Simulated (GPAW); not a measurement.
# How Nb absorbs and reflects light

Aim: the dielectric function of Nb, and the optical constants that follow from it. The cell comes from an older database entry, whose edges can differ from later determinations, mostly by under a per cent.

Program: GPAW 26.7.0. Level of theory: DFT, PBE, plane-wave PAW (GPAW data sets), scalar-relativistic, RPA, optical limit. Results are calculated unless marked as measured.

The database entry behind the starting cell differs from later determinations by our own check (about 0.8 % long, hydrogen-cycled sample), so it need not match the best structure at ambient conditions.

## Step 1: Starting point

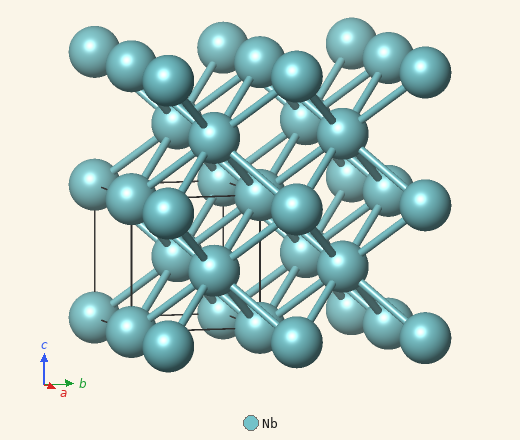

The starting structure, seen slightly off an axis (niobium teal). 2×2×2 cells are drawn. This picture shows the conventional cell, with its axes. Some periodic images of atoms are drawn too.

Coordinates:

```cif
data_structure
_symmetry_space_group_name_H-M 'Im-3m'
_symmetry_Int_Tables_number 229
_cell_length_a 3.3279
_cell_length_b 3.3279
_cell_length_c 3.3279
_cell_angle_alpha 90.000
_cell_angle_beta 90.000
_cell_angle_gamma 90.000
_cell_volume 36.86
loop_
_atom_site_label
_atom_site_type_symbol
_atom_site_symmetry_multiplicity
_atom_site_Wyckoff_symbol
_atom_site_fract_x
_atom_site_fract_y
_atom_site_fract_z
_atom_site_occupancy
Nb1 Nb 2 a 0.00000 0.00000 0.00000 1
```

## Step 2: Dielectric function, RPA

Transitions between filled and empty bands, summed over the zone, give the optical response, so mesh, band count and broadening shape it.

The induced potential is part of this response.

The input, df.py:

```python
from gpaw.response.df import DielectricFunction

df = DielectricFunction('full.gpw', frequencies={'type': 'nonlinear', 'domega0': 0.03, 'omega2': 8},
                        ecut=50,
                        eta=0.15,
                        nbands=24,
                        rate=0.05,
                        txt='df.txt')
for direction in ['x']:
    df.get_dielectric_function(xc='RPA', direction=direction, filename=f'df_{direction}.csv')
```

Started as:

```bash
$ OMP_NUM_THREADS=1 python df.py
```

Numbers of over 12 decimals in the logs are rounded to 6 here.

Output:

```text
Using integrator: PointIntegrator
NonLinearFrequencyDescriptor(from 0.000 to 104.051 eV, 544 points)
Nonperiodic BCs:  [False False False]
Using integrator: PointIntegrator
NonLinearFrequencyDescriptor(from 0.000 to 104.051 eV, 544 points)
Nonperiodic BCs:  [False False False]
Using integrator: PointIntegrator

Calculating chi0 body with:
    Ground state adapter containing:
    Number of spins: 1
    Number of kpoints: 5832
    Number of irreducible kpoints: 195
    Number of completely occupied states: 5
    Number of partially occupied states: 8

    Linear response parametrization:
    q_c: [0.0, 0.0, 0.0]
    Number of frequency points: 544
    Planewave cutoff: 50.0
    Number of bands: 24
    Number of planewaves: 13
    Broadening (eta): 0.15

Integrating chi0 body.

Symmetries of q_c:
    Direct symmetries (Uq -> q): 48
    Indirect symmetries (TUq -> q): 0
In total 48 allowed symmetries.

195 groups of equivalent kpoints. 96.656379% reduction.

Integral kind: spectral function

Calculating chi0 optical extensions with:
    Ground state adapter containing:
    Number of spins: 1
    Number of kpoints: 5832
    Number of irreducible kpoints: 195
    Number of completely occupied states: 5
    Number of partially occupied states: 8

    Linear response parametrization:
    Number of frequency points: 544
    Planewave cutoff: 50.0
    Number of bands: 24
    Number of planewaves: 13
    Broadening (eta): 0.15
Integrating chi0 head and wings.

Symmetries of q_c:
    Direct symmetries (Uq -> q): 48
    Indirect symmetries (TUq -> q): 0
In total 48 allowed symmetries.

195 groups of equivalent kpoints. 96.656379% reduction.

Integral kind: spectral function wings

Calculating drude chi0 with:
    Number of frequency points:544
    Plasma frequency decay rate: 0.05 eV

    Ground state adapter containing:
    Number of spins: 1
    Number of kpoints: 5832
    Number of irreducible kpoints: 195
    Number of completely occupied states: 5
    Number of partially occupied states: 8

Symmetries of q_c:
    Direct symmetries (Uq -> q): 48
    Indirect symmetries (TUq -> q): 0
In total 48 allowed symmetries.

195 groups of equivalent kpoints. 96.656379% reduction.

Integral kind: intraband
Plasma frequency:
[[8.45-0.j 0.  +0.j 0.  +0.j]
 [0.  +0.j 8.45-0.j 0.  +0.j]
 [0.  +0.j 0.  -0.j 8.45-0.j]]
```

The job ended after 8.8 s (1 thread of Arm Neoverse V1, shared host; peak memory 0.19 GiB).

Some rows of df_x.csv (energy; Re and Im without local fields; Re and Im with them):

```text
0.000000, 28566.952813, -0.000000, 28566.853988, -0.000000
0.460735, -302.578078, 78.248348, -302.680844, 78.255518
0.943989, -56.475992, 16.980925, -56.585503, 16.986186
1.451455, -14.216062, 14.373225, -14.334118, 14.364779
1.984998, -1.455383, 20.052581, -1.574696, 20.023913
2.546682, -2.492890, 17.466995, -2.586858, 17.418972
3.138794, -2.324583, 16.064296, -2.398890, 16.004584
3.763875, 3.331662, 16.582627, 3.308115, 16.562852
4.424758, -6.951342, 21.053861, -7.012396, 21.120408
5.124608, -9.184789, 9.915414, -9.280100, 9.937240
5.866977, -7.131557, 5.217561, -7.242903, 5.221629
6.655862, -4.761938, 3.225075, -4.865532, 3.216651
7.495775, -4.104363, 3.326262, -4.219898, 3.325847
8.391833, -2.653212, 1.528284, -2.762445, 1.511925
9.349861, -0.835931, 1.066664, -0.930454, 1.060427
10.376517, -0.286194, 1.842949, -0.382852, 1.862358
11.479449, -0.417456, 2.275877, -0.556988, 2.331827
12.667487, -0.177960, 1.659916, -0.406684, 1.697270
13.950874, -0.094197, 2.277112, -0.330340, 2.081264
```

Sum at mesh points, not converged in k. Im ε, E ∥ x against photon energy; read off at these points:

| photon energy (eV) | Im ε, E ∥ x |
| --- | --- |
| 0.50 | 62.5 |
| 1.00 | 16.2 |
| 1.50 | 14.1 |
| 2.00 | 20.0 |
| 2.50 | 18.1 |
| 3.00 | 17.8 |
| 3.50 | 13.2 |
| 4.00 | 19.0 |
| 4.24 | 22.8 |
| 4.50 | 20.5 |
| 5.00 | 10.3 |
| 5.50 | 7.22 |
| 6.00 | 4.83 |
| 6.50 | 3.58 |
| 7.00 | 3.14 |
| 7.50 | 3.31 |
| 8.00 | 2.01 |
| 8.50 | 1.45 |
| 9.00 | 1.05 |
| 9.50 | 1.17 |
| 10.00 | 1.77 |
| 10.50 | 1.84 |
| 11.00 | 2.07 |
| 11.50 | 2.29 |
| 12.00 | 2.07 |
| 12.50 | 1.79 |
| 13.00 | 1.76 |
| 13.50 | 2.07 |

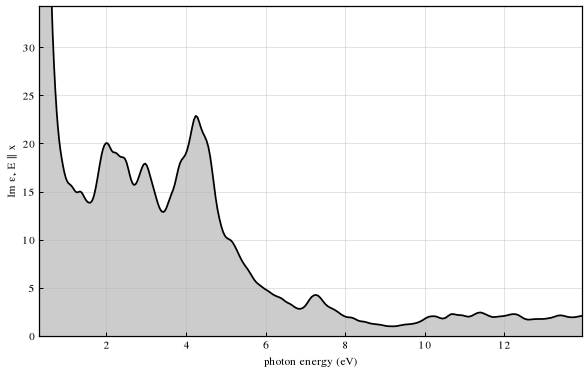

Im ε, E ∥ x, plotted against photon energy. Below 1 eV the curve runs off the scale.

Values under 1 per cm are given as 1; sum at mesh points, not converged in k. Absorption coefficient, E ∥ x against photon energy:

| photon energy (eV) | absorption coefficient, E ∥ x (1/cm) |
| --- | --- |
| 1.01 | 7.1e5 |
| 1.99 | 6.6e5 |
| 3.02 | 9.5e5 |
| 3.98 | 1.2e6 |
| 4.98 | 1.8e6 |
| 6.02 | 1.7e6 |
| 6.99 | 1.4e6 |
| 8.03 | 1.6e6 |
| 9.02 | 1.2e6 |
| 10.03 | 9.8e5 |
| 11.03 | 1.2e6 |
| 12.02 | 1.3e6 |
| 13.00 | 1.3e6 |

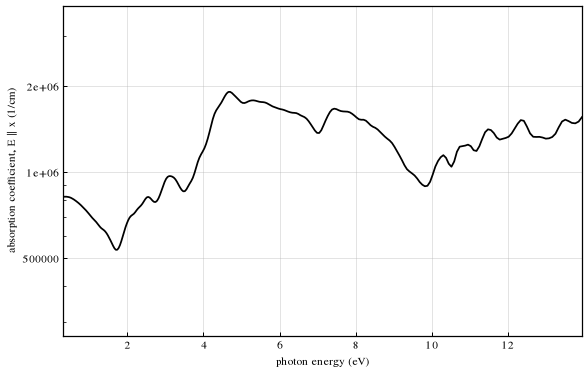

Absorption coefficient, E ∥ x against photon energy.

The Im ε, E ∥ x has structure finer than the step of the table below, so its rows give means over 1 eV, whole bins alone (the curve runs from 0.305 to 14.0 eV). Peaks (eV: height): without local fields 2.0: 20.1, 4.2: 22.8; with local fields 2.0: 20.0, 4.2: 22.9.

Sum at mesh points, not converged in k. Im ε, E ∥ x against photon energy; means over each step:

| photon energy (eV) | without local fields | with local fields |
| --- | --- | --- |
| 1 | 21.6 | 21.6 |
| 2 | 17.7 | 17.7 |
| 3 | 15.8 | 15.8 |
| 4 | 18.8 | 18.8 |
| 5 | 11.9 | 11.9 |
| 6 | 5.00 | 5.01 |
| 7 | 3.47 | 3.47 |
| 8 | 2.19 | 2.18 |
| 9 | 1.15 | 1.14 |
| 10 | 1.63 | 1.64 |
| 11 | 2.13 | 2.17 |
| 12 | 2.03 | 2.09 |
| 13 | 1.84 | 1.85 |

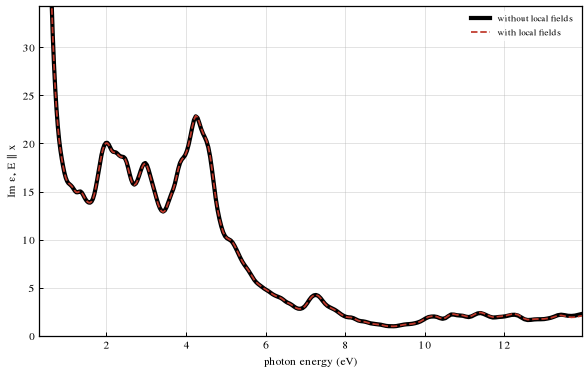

Im ε, E ∥ x, plotted against photon energy. Below 1 eV the curve runs off the scale.

The reflectivity at normal incidence, E ∥ x has structure finer than the step of the table below, so its rows give means over 0.5 eV, whole bins alone (the curve runs from 0.305 to 14.0 eV). Peaks (eV: height): 5.71: 69.6, 7.97: 65.7, 12.42: 30.9.

Sum at mesh points, not converged in k. Reflectivity at normal incidence, E ∥ x against photon energy; means over each step:

| photon energy (eV) | reflectivity at normal incidence, E ∥ x (%) |
| --- | --- |
| 1.0 | 90.6 |
| 1.5 | 68.0 |
| 2.0 | 54.5 |
| 2.5 | 53.6 |
| 3.0 | 52.1 |
| 3.5 | 46.7 |
| 4.0 | 52.0 |
| 4.5 | 63.6 |
| 5.0 | 67.8 |
| 5.5 | 68.8 |
| 6.0 | 68.3 |
| 6.5 | 66.5 |
| 7.0 | 56.0 |
| 7.5 | 60.0 |
| 8.0 | 64.8 |
| 8.5 | 64.3 |
| 9.0 | 57.6 |
| 9.5 | 35.8 |
| 10.0 | 21.4 |
| 10.5 | 22.8 |
| 11.0 | 24.0 |
| 11.5 | 26.3 |
| 12.0 | 24.7 |
| 12.5 | 28.2 |
| 13.0 | 22.3 |
| 13.5 | 24.0 |

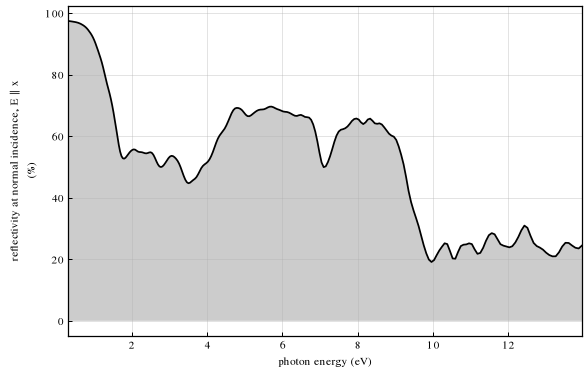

Reflectivity at normal incidence, E ∥ x, plotted against photon energy.

The loss function −Im 1/ε at q → 0, E ∥ x has structure finer than the step of the table below, so its rows give means over 0.5 eV, whole bins alone (the curve runs from 0.305 to 14.0 eV). Peaks (eV: height): 9.75: 0.722, 13.00: 0.560.

Sum at mesh points, not converged in k. The loss function −Im 1/ε at q → 0, E ∥ x by energy loss; means over each step:

| energy loss (eV) | loss function −Im 1/ε at q → 0, E ∥ x |
| --- | --- |
| 1.0 | 0.00765 |
| 1.5 | 0.0418 |
| 2.0 | 0.0526 |
| 2.5 | 0.0566 |
| 3.0 | 0.0597 |
| 3.5 | 0.0705 |
| 4.0 | 0.0511 |
| 4.5 | 0.0413 |
| 5.0 | 0.0491 |
| 5.5 | 0.0563 |
| 6.0 | 0.0700 |
| 6.5 | 0.0883 |
| 7.0 | 0.144 |
| 7.5 | 0.121 |
| 8.0 | 0.128 |
| 8.5 | 0.166 |
| 9.0 | 0.284 |
| 9.5 | 0.608 |
| 10.0 | 0.584 |
| 10.5 | 0.494 |
| 11.0 | 0.465 |
| 11.5 | 0.433 |
| 12.0 | 0.465 |
| 12.5 | 0.487 |
| 13.0 | 0.547 |
| 13.5 | 0.482 |

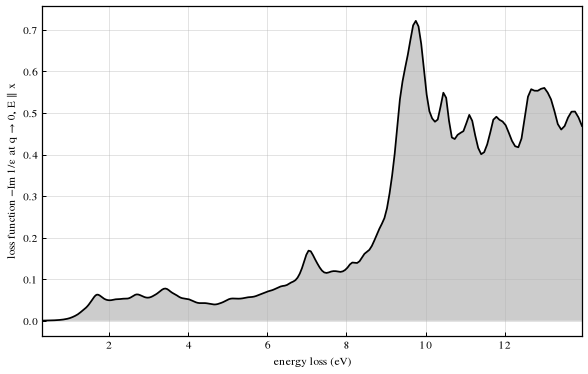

Loss function −Im 1/ε at q → 0, E ∥ x against energy loss.

At chosen wavelengths:

| wavelength (nm) | n | k | R (%) | 1/α |
| --- | --- | --- | --- | --- |
| 1550 | 1.11 | 9.405 | 95.2 | 13 nm |
| 532 | 2.91 | 3.214 | 54.6 | 13 nm |
| 450 | 2.81 | 2.830 | 50.1 | 13 nm |
| 405 | 2.76 | 3.109 | 53.6 | 10 nm |
| 308 | 3.23 | 2.980 | 51.7 | 8.2 nm |
| 248 | 1.48 | 3.472 | 67.4 | 5.7 nm |
| 193 | 0.77 | 2.477 | 66.7 | 6.2 nm |

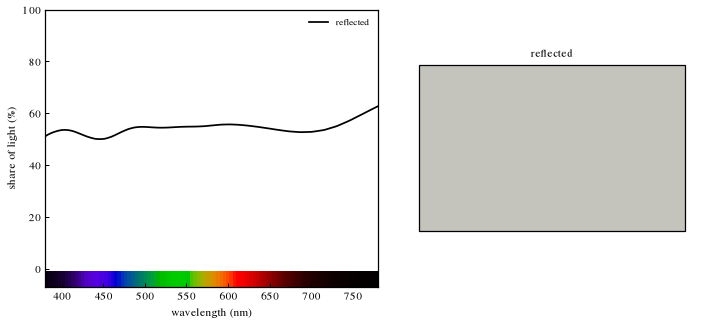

Light reflected across the visible range, with the colour that it makes of daylight (sRGB).

A polished face would reflect 55 % of daylight and look light grey (CIE x = 0.318, y = 0.337 under D65).

## Step 3: Summary of results

At this level (PBE, RPA) Nb is a metal. The mesh is too coarse to trust the carriers' weight, the reflectivity or the colour to better than tens of per cent. A polished face would reflect 55 % of daylight and look light grey (CIE x = 0.318, y = 0.337 under D65). The carriers' damping of 0.05 eV is typed, not computed; it shapes the response at the lowest energies. In this version of GPAW the matrix elements of the optical limit are incomplete, which can lower ε − 1 by up to a tenth where first-row anions or d states rule, and shift it by more in d metals. GPAW's carrier term has the form −ωp²/(ω + i·rate)², which damps like twice the rate and fails at low energy, so the curves leave the lowest energies out. The sum runs over mesh points 0.15 Å⁻¹ apart with no interpolation, so peaks are partly noise of the mesh, and the Drude plasma energy, a sum over the Fermi surface, isn't converged.

[Machine, clock and banner lines and Python warnings are left out of the logs.]

[Logs are printed without paths, hosts, clocks, repeated set-up lines and the standing remarks that a program may print on its own settings, such as how far it seeks lower states.]

[Hosts, paths, dates, database ids (printed as entryN), source tags and the programs' standing remarks are cut or masked in the printed files.]
